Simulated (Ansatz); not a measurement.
The reference is SiO2 (space group P3_221, No. 154; a = 4.949 Å, c = 5.441 Å). Axes: x lies along a and z along c of the hexagonal cell.

Perturbation: the cell is compressed by 2.25 % along z with no lateral relaxation; the atoms relax in the strained cell.

Method: Ansatz (a first-principles code), PBEsol, PAW, cutoff 420 eV, no SOC.

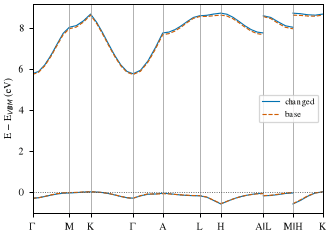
Highest valence and lowest conduction band along the path, each from its own valence-band maximum

Problem. Read the changed gap and its character from the plot.

Solution. About 5.8 eV, indirect, K → Γ.

Stability against distortions was not tested.
